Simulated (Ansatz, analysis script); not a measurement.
# FePt: anisotropy against c/a at fixed volume

How does the magnetocrystalline anisotropy of FePt follow c/a at fixed volume?

Main program and level: Ansatz 0.2.0; LDA, PAW set soft_1 (files made for PBE).

**1. Set-up**

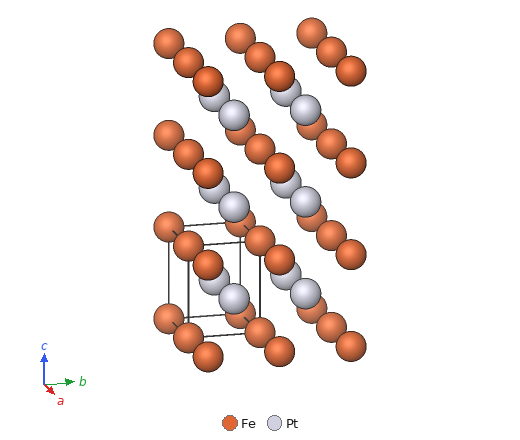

The cell as given, slightly off an axis (iron orange, platinum light grey). 2×2×3 cells are drawn. Some periodic images of atoms are drawn too.

Coordinates:

```cif
data_structure
_symmetry_space_group_name_H-M 'P4/mmm'
_symmetry_Int_Tables_number 123
_cell_length_a 2.7803
_cell_length_b 2.7803
_cell_length_c 3.5697
_cell_angle_alpha 90.000
_cell_angle_beta 90.000
_cell_angle_gamma 90.000
_cell_volume 27.59
loop_
_atom_site_label
_atom_site_type_symbol
_atom_site_symmetry_multiplicity
_atom_site_Wyckoff_symbol
_atom_site_fract_x
_atom_site_fract_y
_atom_site_fract_z
_atom_site_occupancy
Fe1 Fe 1 a 0.00000 0.00000 0.00000 1
Pt1 Pt 1 d 0.50000 0.50000 0.50000 1
```

This is the database's cell with c/a scaled by 0.94 at fixed volume.

**2. The first member, moments along [001]**

A collinear run gave the moments typed here. Each cell is then solved with spin–orbit coupling for two directions of the moments, alike in all else.

input.yaml reads:

```yaml
crystal:
  lattice:
    - [2.780256, 0.0, 0.0]
    - [0.0, 2.780256, 0.0]
    - [0.0, 0.0, 3.569671]
  atoms:
    - { symbol: Fe, position: [0.0, 0.0, 0.0], spin: 2.9, spin_axis: [0.0, 0.0, 1.0] }
    - { symbol: Pt, position: [0.5, 0.5, 0.5], spin: 0.43, spin_axis: [0.0, 0.0, 1.0] }
kpoints:
  mp_grid: { grid: [19, 19, 13] }
hamiltonian:
  xc: lda
  pseudopotentials: { kind: paw_fr, azcp: { folder: soft_1 }, xc_functional: pbe }
scf:
  occupations: { method: fermi_dirac, width: 0.05 }
  max_iter: 120
  convergence: { dr2_threshold: 1.0e-08 }
  lower_state_search: "off"
basis:
  ecutwfc: 420.0
magnetization:
  noncollinear: true
  spin_orbit: true
output:
  hubbard: { sites: [{ species: Fe, l: d }, { species: Pt, l: d }] }
```

Command:

```sh
ansatz run input.yaml --threads 1 --pin off --max-ram 2048MiB --backend cpu --events-out ev --progress --plain --runs-dir out
```

Numbers of over 12 decimals in the logs are rounded to 6 here.

Output:

```text
Engine: ansatz 0.2.0, aarch64-unknown-linux-gnu
Pseudopotentials: kind: paw_fr
Pseudopotential: Fe, paw, valence charge 16, recommended cutoff 420 eV (normal), soft_1/Fe.paw.azcp
Pseudopotential: Pt, paw, valence charge 18, recommended cutoff 420 eV (normal), soft_1/Pt.paw.azcp
Functional definition: SPW92
  exchange = slater_x
  correlation = pw_c
Crystal: 2 atoms, lattice volume = 27.593 Å³
Basis set: ecut = 420 eV, 543 PW (Γ)
Bands: 42, of which v1, the nominal top of the filled ones, is band 34 counted from 1 (33 counted from 0)
Symmetry: 8 space group operations + 8 with time reversal
Magnetic group: BNS 123.345 (UNI 1005), of the structure as read, at distance tolerance 3.0e-5 Å
k-points: 385 of 4693 (time reversal used)
Projection manifold: j_resolved (fully-relativistic pseudo-atomic orbitals)
Non-local potential: Fe, projectors of the file, resolved by j, l = 0: 3, l = 1: 4, l = 2: 6, l = 3: 2
Non-local potential: Pt, projectors of the file, resolved by j, l = 0: 3, l = 1: 4, l = 2: 4, l = 3: 2
PAW form: soft (Blöchl's): semilocal exchange-correlation on the pseudo side does not see the compensation charge
PAW frozen core: Fe, regenerated for the run's functional, and the local potential with it (the file was generated under x = pbe(κ = 0.804, μ = 0.219515), c = pbe(β = 0.066725))
PAW frozen core: Pt, regenerated for the run's functional, and the local potential with it (the file was generated under x = pbe(κ = 0.804, μ = 0.219515), c = pbe(β = 0.066725))
PAW one-centre angular grid: Fe, 590 points (default); XC on 64 Gauss nodes
PAW one-centre angular grid: Pt, 590 points (default); XC on 64 Gauss nodes
Initial density: superposition of atomic densities (chi_scale 0.1, normalization cell)
Starting moments: Σ|m| = 3.33 μB on 2 of 2 sites
Initial wavefunctions: pseudopotential atomic-orbital guess
Functional: x = slater, c = lda
SCF iter   1: F=—  HF=-16702.657792 eV  |F-HF|=—  |Δ(HF+E_count)|=         —  Δρ=2.83e-1  dr2=3.49e1  dr2_m=2.21e0  ethr=3.10e-3  |M|=1.75e0 ∫|m|=1.81e0 μB  |m|>n=0.0e0 m-floor=0.0e0 τ_xc=1.8e-48  β_m=0.30  ⟨swp⟩=7.9  Hψ=76661  notcnv=0  defer=19
preconditioner: auto → none  [metal: Δε(μ)=0.002 eV  Ē_g=6.639 eV  σ=0.050 eV  W_gap=0.01  n_scr=6 (ndim 8)  ℏωp=30.0 eV  f_vac=0.000  D(μ)=3.17/eV (n_scr^D=40)  sad-step TF]
SCF iter   2: F=—  HF=-16700.947817 eV  |F-HF|=—  |Δ(HF+E_count)|=    1.71e0  Δρ=1.85e-1  dr2=7.06e0  dr2_m=1.14e-1  ethr=3.10e-3  |M|=2.98e0 ∫|m|=3.00e0 μB  |m|>n=0.0e0 m-floor=0.0e0 τ_xc=1.1e-19  β_m=0.30  ⟨swp⟩=3.1  Hψ=36679  notcnv=0  defer=263
[...]
SCF iter  14: F=-16699.931051 eV  HF=-16699.931051 eV  |F-HF|=2.18e-11  |Δ(HF+E_count)|=  1.35e-10  Δρ=8.61e-7  dr2=7.25e-11  dr2_m=6.01e-11  ethr=6.99e-12  |M|=3.28e0 ∫|m|=3.36e0 μB  |m|>n=0.0e0 m-floor=0.0e0 τ_xc=1.9e-19  ⟨swp⟩=1.0  Hψ=41888  notcnv=0
SCF 1 converged in 14 iterations: F = -16699.931051 eV  dr2 = 7.25e-11
[...]
SCF converged after 14 iterations
an eigenvalue changed by more than its tolerance at an iteration that met the thresholds in force, so the SCF went on 1 time: the last check found none over its tolerance
Magnetization: |M| = 3.2778 μB,  M = (+0.0000, -0.0000, +3.2778) μB
Absolute magnetization: 3.3656 μB (∫|m|, with the PAW one-centre terms)
  site 0: m = (+0.0000, +0.0000, +2.8713) μB, |m| = 2.8713 μB  (R = 1.10 Å)
  site 1: m = (-0.0000, +0.0000, +0.4173) μB, |m| = 0.4173 μB  (R = 1.10 Å)
Free energy (F): -16699.931051 eV
Harris-Foulkes:  -16699.931051 eV  (|F-HF|=2.18e-11)
Internal energy: -16699.918158 eV  (E = F + TS)
E sigma→0 (E₀):  -16699.924604 eV
Entropy (-TS):   -0.012893 eV (-6.446 meV/atom)
Fermi energy:    20.184594 eV
--- Per-component energies (eV) ---
  E_band       = -383.971278
  E_kinetic    = 909.162312
  E_local      = -3670.358048  (includes V_loc(G=0)·N_el)
  E_nonlocal   = 515.515845
  E_hartree    = 1460.230253
  E_xc         = -335.010615
  E_vxc        = -405.462406  (∫ρ·V_xc dr)
  E_paw        = -10560.091695  (= ΣΔE_a)
  E_vpaw       = -653.289148  (= ΣTr[D̂ρ^β])
  E_aug_tail   = -0.000035  (compensation charges beyond the density's cutoff)
  E_ewald      = -5020.239916
  E_core_change = 0.873741  (= ΣΔE_core)
  E_smearing   = -0.012893  (= −TS)
  E_closure    = 0.000000  (closes the sum)
  Σ components = -16699.931051   (vs F -16699.931051, Δ=0.00e0)
--- Band table (eV; the first three rows and the last of 385) ---
  k-point 0: bands = [... 30 lower, 19.6339, 19.6458, 19.7035, 20.1258, 20.8903, 21.6699, 21.7159, 21.9636, ... 4 higher]
  k-point 1: bands = [... 30 lower, 19.5487, 19.6241, 19.6637, 20.0485, 20.8505, 21.6184, 21.6492, 21.8772, ... 4 higher]
  k-point 2: bands = [... 30 lower, 19.3088, 19.5513, 19.5620, 19.8414, 20.7205, 21.3082, 21.5913, 21.6432, ... 4 higher]
  k-point 384: bands = [... 30 lower, 19.0029, 19.0974, 20.2775, 20.6595, 20.9305, 21.8210, 25.6893, 26.4600, ... 4 higher]
--- Occupation matrices: 2 shells (Löwdin-built; ε = 2.00e-2, provisional) ---
  Fe0 d_3D: site group D4h (4/mmm)
  Fe0 d_3D spinor Tr n = 6.7127  λ = 0.290 0.314 0.401 0.420 0.478 0.942 0.946 0.963 0.973 0.986  [z2 1.00 (Eg 1.00) E1/2g(1.00) | xy 0.99 (Eg 0.99) E3/2g(1.00) | 2× xz 0.50 (T2g 1.00) E1/2g(0.50) | x2-y2 0.99 (T2g 0.99) E3/2g(1.00) | 5× xy 0.20 (T2g 0.60) E3/2g(0.60)]
  Pt1 d_5D: site group D4h (4/mmm)
  Pt1 d_5D spinor Tr n = 8.9487  λ = 0.768 0.830 0.844 0.865 0.896 0.911 0.944 0.958 0.964 0.967  [x2-y2 0.93 (T2g 0.94) E3/2g(1.00) | 2× z2 0.45 (T2g 0.55) E1/2g(0.50) | xz 0.46 (T2g 0.92) E1/2g(1.00) | 2× xy 0.48 (T2g 0.52) E3/2g(1.00) | 4× z2 0.26 (Eg 0.50) E1/2g(0.50)]
  Tr n, λ and their labels are of the run-group-symmetrised matrices; stabiliser: 16 of 32 elements of G0×{1,Θ} (closed), max defect 3.5e-15 at τ = 4.2e-3
```

It took 5.6 min on 1 thread of Arm Neoverse N1, shared host; peak memory 0.97 GiB.

**3. The first member, moments along [100]**

input.yaml, the sections that differ from step 2:

```yaml
crystal:
  lattice:
    - [2.780256, 0.0, 0.0]
    - [0.0, 2.780256, 0.0]
    - [0.0, 0.0, 3.569671]
  atoms:
    - { symbol: Fe, position: [0.0, 0.0, 0.0], spin: 2.9, spin_axis: [1.0, 0.0, 0.0] }
    - { symbol: Pt, position: [0.5, 0.5, 0.5], spin: 0.43, spin_axis: [1.0, 0.0, 0.0] }
# kpoints, hamiltonian, scf, basis, magnetization, output: as in step 2
```

Output:

```text
[...]
Crystal: 2 atoms, lattice volume = 27.593 Å³
Basis set: ecut = 420 eV, 543 PW (Γ)
Bands: 42, of which v1, the nominal top of the filled ones, is band 34 counted from 1 (33 counted from 0)
Symmetry: 4 space group operations + 4 with time reversal
[...]
k-points: 700 of 4693 (time reversal used)
Projection manifold: j_resolved (fully-relativistic pseudo-atomic orbitals)
[...]
--- Occupation matrices: 2 shells (Löwdin-built; ε = 2.00e-2, provisional) ---
  Fe0 d_3D: site group D4h (4/mmm)
[...]
Pt1 d_5D: site group D4h (4/mmm)
  Pt1 d_5D spinor Tr n = 8.9495  λ = 0.768 0.821 0.852 0.873 0.883 0.924 0.945 0.949 0.966 0.968  [x2-y2 0.94 (T2g 0.98) E3/2g(0.99) | z2 0.69 (Eg 0.69) E1/2g(0.92) | xz 0.89 (T2g 0.92) E3/2g(0.63) | 2× xy 0.34 (T2g 0.54) E3/2g(0.81) | x2-y2 0.40 (T2g 0.77) E3/2g(0.61) | 4× xy 0.28 (Eg 0.52) E3/2g(0.51)]
[...]
[key lines of the parts left out:]
SCF converged after 13 iterations
Magnetization: |M| = 3.2847 μB,  M = (+3.2847, -0.0000, +0.0000) μB
Free energy (F): -16699.929379 eV
Fermi energy:    20.174995 eV
```

The job ended after 9.4 min (1 thread; peak memory 1.4 GiB).

The energy lies 1.67 meV above that of the step before.

**4. The series**

The other members take other factors on c/a at fixed volume, with fractional positions and mesh kept. ΔE = E([100]) − E([001]), so ΔE > 0 favours [001]; 1 meV/Å³ is 160.2 MJ/m³.

```
factor on c/a      mesh  ΔE (meV a cell)  K (MJ/m³)  ΔE at zero smearing (meV)  net spin moment (μB)  d orbital moment of the cell, first less second direction (μB)
         0.94  19×19×13             1.67       9.71                       1.68                  3.28                                                         -0.0127
         0.97  19×19×13             2.51       14.6                       2.65                  3.22                                                         -0.0120
            1  19×19×13             2.98       17.3                       3.04                  3.18                                                         -0.0108
         1.03  19×19×13             3.30       19.2                       3.33                  3.13                                                         -0.0100
         1.06  19×19×13             3.61       20.9                       3.66                  3.10                                                         -0.0084
          1.1  19×19×13             3.97       23.0                       4.09                  3.06                                                         -0.0043
```

ΔE is a difference of free energies at a smearing of 0.05 eV.

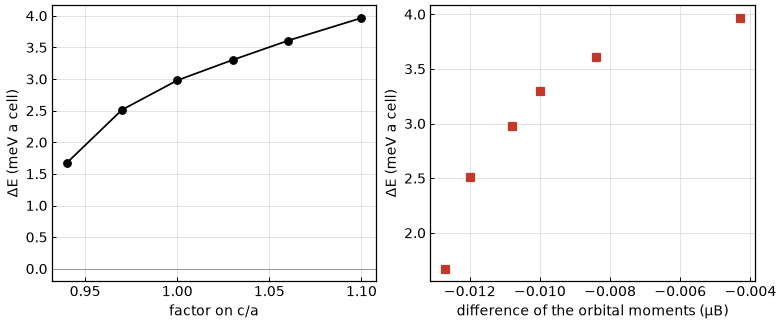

Anisotropy energy along the series, and against the anisotropy of the orbital moment.

**5. Results**

```yaml
delta_e_at_0p94: 1.67 meV
delta_e_at_1p1: 3.97 meV
most_positive_delta_e: 3.97 meV at 1.1
```

ΔE runs from 1.67 to 3.97 meV a cell; no line is fitted. The spin–orbit part favours [001] throughout. Each point stands on one mesh, whose error is not tested. Magnetic dipole terms are not included. Only parallel order was typed, so where the real system orders otherwise this state is hypothetical. The atoms were not relaxed. In doubt: the program's search for lower states was switched off, so that the typed alignment is kept; lower states may exist.

[Logs and program files are shortened in this print: banners, set-up blocks, solver, clock and traceback lines can be left out without a mark of their own.]

[Logs are printed without paths, hosts, clocks, repeated set-up lines and the standing remarks that a program may print on its own settings, such as how far it seeks lower states.]

[Hosts, paths, dates, database ids (printed as entryN), source tags and the programs' standing remarks are cut or masked in the printed files.]
